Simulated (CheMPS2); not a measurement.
**CaF (SMILES [F][Ca]): DMRG/STO-6G (root 2)**

Aim: the vertical excitations of CaF. 

The results are computed with CheMPS2 1.8.12.

5 further runs of the same task are left out: 1 that didn't finish, 4 set aside as unsound or not needed.

## Step 1: The system as given

The species is CaF (2 atoms), meant as a doublet with charge 0. SMILES: `[F][Ca]`. Geometry: a GFN2-xTB relaxation, a rough one for these elements and not checked as a minimum.

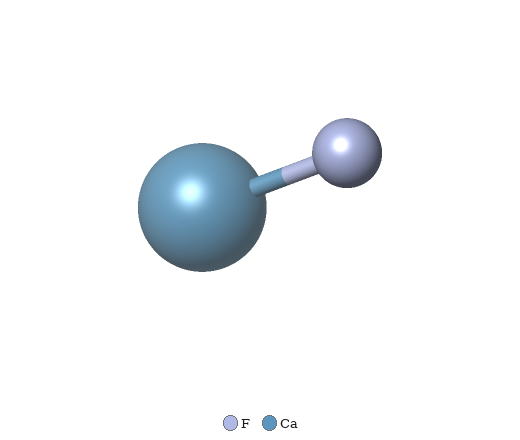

Viewed from a chosen angle; fluorine light blue, calcium blue.

## Step 2: The excited states at DMRG/STO-6G (root 2)

integrals.py

```python
from pyscf import ao2mo, gto, mcscf, scf
from pyscf.tools import fcidump

geom = """
F      0.000000     0.000000     0.000000
Ca     0.000000     0.000000     1.852950
"""
mol = gto.M(
    atom=geom,
    basis="sto-6g",
    charge=0,
    spin=1,
    verbose=3,
    max_memory=2000,
)
print("nao = %d" % (mol.nao))
mf = scf.ROHF(mol)
mf.conv_tol = 1e-10
mf.max_cycle = 200
mf.kernel()
if not mf.converged:
    mf = mf.newton().run(mf.mo_coeff, mf.mo_occ)
print(f"E(SCF) = {mf.e_tot:.10f}")
cas = mcscf.CASCI(mf, 12, 17)
h1, ecore = cas.get_h1eff()
fcidump.from_integrals("FCIDUMP", h1, cas.get_h2eff(), 12, 17, nuc=ecore, ms=1)
ci = mcscf.CASCI(mf, 12, (9, 8))
ci.fix_spin_(ss=0.75)
ci.fcisolver.conv_tol = 1e-10
ci.fcisolver.max_cycle = 200
ci.kernel()
print(f"E(FCI) = {ci.e_tot:.10f}")
```

dmrg.input

```
FCIDUMP = FCIDUMP
GROUP = 0
MULTIPLICITY = 2
NELECTRONS = 17
IRREP = 0
EXCITATION = 1
SWEEP_STATES = 75, 100, 100
SWEEP_ENERGY_CONV = 1e-04, 1e-04, 1e-06
SWEEP_MAX_SWEEPS = 3, 3, 6
SWEEP_NOISE_PREFAC = 0.05, 0.005, 0.0
SWEEP_DVDSON_RTOL = 3e-04, 3e-04, 3e-05
NOCC = 0
NACT = 12
NVIR = 0
MOLCAS_FIEDLER = TRUE
PRINT_CORR = TRUE
TMP_FOLDER = .
```

On the command line:

```console
python integrals.py && chemps2 --file=dmrg.input
```

The log of the run:

```text
$ python integrals.py
nao = 18
converged SCF energy = -773.420629491663
E(SCF) = -773.4206294917
CASCI E = -773.479059036025  E(CI) = -79.5563146154361  S^2 = 0.7500000
E(FCI) = -773.4790590360

$ chemps2 --file=dmrg.input

Running chemps2 version 1.8.12 () with the following options:

   FCIDUMP            = FCIDUMP
   GROUP              = c1
   MULTIPLICITY       = 2
   NELECTRONS         = 17
   IRREP              = A
   EXCITATION         = 1
   SWEEP_STATES       = [ 75 ; 100 ; 100 ]
   SWEEP_ENERGY_CONV  = [ 0.0001 ; 0.0001 ; 1e-06 ]
   SWEEP_MAX_SWEEPS   = [ 3 ; 3 ; 6 ]
   SWEEP_NOISE_PREFAC = [ 0.05 ; 0.005 ; 0 ]
   SWEEP_DVDSON_RTOL  = [ 0.0003 ; 0.0003 ; 3e-05 ]
   NOCC               = [ 0 ]
   NACT               = [ 12 ]
   NVIR               = [ 0 ]
   MOLCAS_2RDM        =
   MOLCAS_3RDM        =
   MOLCAS_F4RDM       =
   MOLCAS_FOCK        =
   MOLCAS_FIEDLER     = TRUE
   MOLCAS_MPS         = FALSE
   MOLCAS_STATE_AVG   = FALSE
   PRINT_CORR         = TRUE
   TMP_FOLDER         = .

CheMPS2::Hamiltonian : Reading FCIDUMP file FCIDUMP
CheMPS2::Hamiltonian : Finished reading FCIDUMP file FCIDUMP
   EdmistonRuedenberg::FiedlerGlobal : Cost function at start = 71.5324694862721
   EdmistonRuedenberg::FiedlerGlobal : Cost function at end   = 49.704014549473
   EdmistonRuedenberg::FiedlerGlobal : Reordering = [ 2, 3, 0, 4, 1, 7, 6, 5, 10, 9, 8, 11 ].

   CheMPS2: a spin-adapted implementation of DMRG for ab initio quantum chemistry

   Stats: nIt(DAVIDSON) = 21
Energy at sites (10, 11) is -769.944636727561
   Stats: nIt(DAVIDSON) = 48
Energy at sites (9, 10) is -772.190720627287
   Stats: nIt(DAVIDSON) = 18
Energy at sites (8, 9) is -773.448854050553
   Stats: nIt(DAVIDSON) = 12
Energy at sites (7, 8) is -773.453398023839
   Stats: nIt(DAVIDSON) = 8
Energy at sites (6, 7) is -773.463510036058
   Stats: nIt(DAVIDSON) = 6
Energy at sites (5, 6) is -773.466707302874
   Stats: nIt(DAVIDSON) = 4
Energy at sites (4, 5) is -773.468012451338
   Stats: nIt(DAVIDSON) = 4
Energy at sites (3, 4) is -773.468423463617
   Stats: nIt(DAVIDSON) = 1
Energy at sites (2, 3) is -773.468420517824
   Stats: nIt(DAVIDSON) = 1
Energy at sites (1, 2) is -773.468420517824
******************************************************************
***  Information on left sweep 0 of instruction 0:
***     Elapsed wall time        = 2.022832 seconds
***     Minimum energy           = -773.468423463617
***     Maximum discarded weight = 0
******************************************************************
   Stats: nIt(DAVIDSON) = 1
Energy at sites (0, 1) is -773.468420517824
   Stats: nIt(DAVIDSON) = 1
Energy at sites (1, 2) is -773.468420517824
   Stats: nIt(DAVIDSON) = 1
Energy at sites (2, 3) is -773.468420517824
   Stats: nIt(DAVIDSON) = 2
Energy at sites (3, 4) is -773.468423450193
   Stats: nIt(DAVIDSON) = 4
Energy at sites (4, 5) is -773.468502916842
   Stats: nIt(DAVIDSON) = 5
Energy at sites (5, 6) is -773.469157001449
   Stats: nIt(DAVIDSON) = 8
Energy at sites (6, 7) is -773.472821496461
   Stats: nIt(DAVIDSON) = 11
Energy at sites (7, 8) is -773.478911742805
   Stats: nIt(DAVIDSON) = 3
Energy at sites (8, 9) is -773.478826188801
   Stats: nIt(DAVIDSON) = 1
Energy at sites (9, 10) is -773.478826188801
******************************************************************
***  Information on right sweep 0 of instruction 0:
***     Elapsed wall time        = 1.14173 seconds
***     Minimum energy           = -773.478911742805
***     Maximum discarded weight = 2.63426622586806e-05
***     Energy difference with respect to previous leftright sweep = 773.478826188801
******************************************************************
[... 10 site updates ...]
******************************************************************
***  Information on left sweep 1 of instruction 0:
***     Elapsed wall time        = 0.421567 seconds
***     Minimum energy           = -773.478911548638
***     Maximum discarded weight = 2.62599806581017e-05
******************************************************************
[... 10 site updates ...]
******************************************************************
***  Information on right sweep 1 of instruction 0:
***     Elapsed wall time        = 0.385281 seconds
***     Minimum energy           = -773.478960728235
***     Maximum discarded weight = 2.15025782565131e-05
***     Energy difference with respect to previous leftright sweep = 6.56392890050483e-05
******************************************************************
***  Information on completed instruction 0:
***     The reduced virtual dimension DSU(2)               = 75
***     The total number of reduced MPS variables          = 13014
***     Minimum energy encountered during all instructions = -773.478960728235
***     Minimum energy encountered during the last sweep   = -773.478960728235
***     Maximum discarded weight during the last sweep     = 2.15025782565131e-05
******************************************************************
[... 10 site updates ...]
******************************************************************
[... 2 lines left out ...]
***     Minimum energy           = -773.478987993214
***     Maximum discarded weight = 5.0992328579572e-06
[... 5 lines left out ...]
***     Minimum energy           = -773.479017992574
***     Maximum discarded weight = 7.70073439620637e-06
[... 6 lines left out ...]
***     Minimum energy           = -773.479018387905
***     Maximum discarded weight = 7.77663284745519e-06
[... 5 lines left out ...]
***     Minimum energy           = -773.479018880481
***     Maximum discarded weight = 7.84101769223973e-06
[... 7 lines left out ...]
***     Maximum discarded weight during the last sweep     = 7.84101769223973e-06
[... 5 lines left out ...]
***     Minimum energy           = -773.479018888229
***     Maximum discarded weight = 7.85221473161349e-06
[... 5 lines left out ...]
***     Minimum energy           = -773.479018874088
***     Maximum discarded weight = 7.84408858851762e-06
[... 7 lines left out ...]
***     Maximum discarded weight during the last sweep     = 7.84408858851762e-06
[... 5 lines left out ...]
***     Minimum energy           = -773.398867366812
***     Maximum discarded weight = 0
[... 6 lines left out ...]
***     Minimum energy           = -773.413597205472
***     Maximum discarded weight = 9.09763905513763e-06
[... 7 lines left out ...]
***     Minimum energy           = -773.414203353136
***     Maximum discarded weight = 8.92740536112323e-06
[... 6 lines left out ...]
***     Minimum energy           = -773.414246730136
***     Maximum discarded weight = 1.10923425153959e-05
[... 7 lines left out ...]
***     Minimum energy           = -773.4142467464
***     Maximum discarded weight = 1.02138094071651e-05
[... 6 lines left out ...]
***     Minimum energy           = -773.414248309561
***     Maximum discarded weight = 1.09564158055906e-05
[... 8 lines left out ...]
***     Maximum discarded weight during the last sweep     = 1.09564158055906e-05
[... 5 lines left out ...]
***     Minimum energy           = -773.414281163595
***     Maximum discarded weight = 1.89671497858834e-06
[... 6 lines left out ...]
***     Minimum energy           = -773.414296769303
***     Maximum discarded weight = 3.02973117651042e-06
[... 8 lines left out ...]
***     Maximum discarded weight during the last sweep     = 3.02973117651042e-06
[... 5 lines left out ...]
***     Minimum energy           = -773.41429747931
***     Maximum discarded weight = 3.1191333896201e-06
[... 6 lines left out ...]
***     Minimum energy           = -773.414304109124
***     Maximum discarded weight = 3.18067678070787e-06
[... 7 lines left out ...]
***     Minimum energy           = -773.414304109379
***     Maximum discarded weight = 3.1805433803793e-06
[... 6 lines left out ...]
***     Minimum energy           = -773.414304171537
***     Maximum discarded weight = 3.18822703294691e-06
[... 7 lines left out ...]
***     Minimum energy encountered during the last sweep   = -773.414304171537
***     Maximum discarded weight during the last sweep     = 3.18822703294691e-06
******************************************************************
********************************************
***  2-RDM and Correlations calculation  ***
********************************************
   N(N-1)                     = 272
   Double trace of DMRG 2-RDM = 272
   Econst + 0.5 * trace(2DM-A * Ham) = -773.414293833782
   NOON of irrep A = [ 1.99996289556221 , 1.99949652314491 , 1.99927042258759 , 1.99896863780816 , 1.99886583830008 , 1.9985184008156 , 1.99824601639757 , 1.83382746302138 , 1.01093341245358 , 0.0826243252232488 , 0.0583149977322752 , 0.0209710669534158 ].
   Single-orbital entropies (Hamiltonian index order is used!) = [ 0.000410176354999639 , 0.0129725851214985 , 0.00862500731151895 , 0.00895149399435043 , 0.0174626040424213 , 0.0967875664972258 , 0.96221492192731 , 1.17537902858582 , 0.813175616136905 , 0.360770819049841 , 0.360310295002869 , 0.607529182376012 ].
   Idistance(0) = 3.19632104775716
   Idistance(1) = 5.19072725676193
   Idistance(2) = 13.0573024676064
***************************************************
***  Timing information 2-RDM and Correlations  ***
***************************************************
***     Elapsed wall time        = 0.312354 seconds
***************************************************
--------------------------------------------------------
Spin correlation function = 4 * ( < S_i^z S_j^z > - < S_i^z > * < S_j^z > )
Hamiltonian index order is used!

   Columns 1 to 8

    0.000025   -0.000002   -0.000003   -0.000003   -0.000003   -0.000001    0.000000    0.000000
   -0.000002    0.001540   -0.000019   -0.000020   -0.000044   -0.000009   -0.000132   -0.000253
   -0.000003   -0.000019    0.000780   -0.000069   -0.000031    0.000002   -0.000017    0.000001
[... 8 lines of this table left out ...]
   -0.000001   -0.001096    0.000020    0.000016   -0.001657   -0.010541    0.004070    0.007337

   Columns 9 to 12

   -0.000015    0.000002    0.000002   -0.000001
   -0.000143    0.000012    0.000028   -0.001096
    0.000004   -0.000711    0.000045    0.000020
[... 8 lines of this table left out ...]
   -0.162467   -0.000336   -0.000065    0.176826

--------------------------------------------------------
Spin-flip correlation function = < S_i^+ S_j^- > + < S_i^- S_j^+ >
Hamiltonian index order is used!

   Columns 1 to 8

    0.000025   -0.000002   -0.000003   -0.000003   -0.000003   -0.000001    0.000000    0.000000
   -0.000002    0.001540   -0.000019   -0.000020   -0.000044   -0.000009   -0.000132   -0.000253
   -0.000003   -0.000019    0.000780   -0.000069   -0.000031    0.000002   -0.000017    0.000001
[... 8 lines of this table left out ...]
   -0.000001   -0.001096    0.000020    0.000016   -0.001657   -0.010541    0.004070    0.007337

   Columns 9 to 12

   -0.000015    0.000002    0.000002   -0.000001
   -0.000143    0.000012    0.000028   -0.001096
    0.000004   -0.000711    0.000045    0.000020
[... 8 lines of this table left out ...]
   -0.162467   -0.000336   -0.000065    0.176826

--------------------------------------------------------
Density correlation function = < n_i n_j > - < n_i > * < n_j >
Hamiltonian index order is used!

   Columns 1 to 8

    0.000056    0.000003    0.000008    0.000006    0.000006    0.000001   -0.000003   -0.000004
    0.000003    0.001677    0.000106    0.000109    0.000041    0.000001   -0.000089   -0.000140
    0.000008    0.000106    0.001495    0.000402    0.000185    0.000002   -0.000049   -0.000035
[... 8 lines of this table left out ...]
   -0.000022   -0.001282   -0.000273   -0.000289   -0.002039   -0.012183    0.000620   -0.000679

   Columns 9 to 12

    0.000015   -0.000033   -0.000034   -0.000022
   -0.000012   -0.000142   -0.000272   -0.001282
   -0.000097   -0.001357   -0.000387   -0.000273
[... 8 lines of this table left out ...]
   -0.116827   -0.010371   -0.011234    0.154579

--------------------------------------------------------
Singlet diradical correlation function = < d_i,up d_j,down > + < d_i,down d_j,up > - < d_i,up > * < d_j,down > - < d_i,down > * < d_j,up >
Hamiltonian index order is used!

   Columns 1 to 8

   -0.000000    0.000002    0.000006    0.000005    0.000005    0.000001   -0.000001   -0.000001
    0.000002   -0.000001    0.000061    0.000063    0.000043    0.000005    0.000031    0.000075
    0.000006    0.000061   -0.000000    0.000231    0.000108    0.000001   -0.000001   -0.000010
[... 8 lines of this table left out ...]
    0.000002    0.001027    0.000102    0.000108    0.001538    0.009117   -0.002045   -0.002801

   Columns 9 to 12

    0.000014    0.000002    0.000003    0.000002
    0.000079    0.000043    0.000086    0.001027
   -0.000012    0.000709    0.000149    0.000102
[... 8 lines of this table left out ...]
    0.147878   -0.000905   -0.001570   -0.015634

--------------------------------------------------------
Two-orbital mutual information = 0.5 * ( s1(i) + s1(j) - s2(i,j) ) * ( 1 - delta(i,j) )
Hamiltonian index order is used!

   Columns 1 to 8

    0           0.000009    0.000028    0.000022    0.000018    0.000006    0.000001    0.000001
    0.000009    0           0.000190    0.000194    0.000528    0.000878    0.000037    0.000077
    0.000028    0.000190    0           0.001205    0.000368    0.000020    0.000040    0.000004
[... 8 lines of this table left out ...]
    0.000030    0.005226    0.000119    0.000125    0.007838    0.038308    0.000234    0.000414

   Columns 9 to 12

    0.000039    0.000036    0.000036    0.000030
    0.002578    0.000032    0.000105    0.005226
    0.000200    0.002814    0.000338    0.000119
[... 8 lines of this table left out ...]
    0.519426    0.002086    0.002297    0

--------------------------------------------------------
```

Run time: 30 s. Hardware: 1 thread of Arm Neoverse V1, shared host; peak memory 0.14 GiB.

## Step 3: What came out

At DMRG/STO-6G (root 2), 6 core orbitals frozen:

```
                quantity          value
energy of excited root 1  -773.41430 Eh
```
